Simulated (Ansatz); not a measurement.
The starting structures come from a database of crystals and need not be the phases stable at ambient conditions.

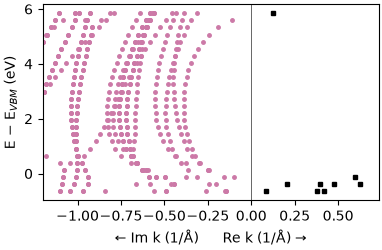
Figure: Complex bands at the centre of the two-dimensional zone; r2SCAN (Ansatz, an electronic-structure program)

The gap is the functional's own, uncorrected, and κ follows it; spin-orbit coupling is left out. Mid-gap values are interpolated between the computed energies.

### Question
This is K2MgCl4 (I4/mmm, not sure to be the ambient phase, 7 atoms a cell, 27.1 Å³ an atom) along the normal of (110). Read off the slowest decay at the centre of the two-dimensional zone at 2.73 eV, the computed energy nearest the middle of the gap.

### Answer
κ ≈ 0.39 1/Å, a decay length 1/(2κ) of the density of 1.3 Å.
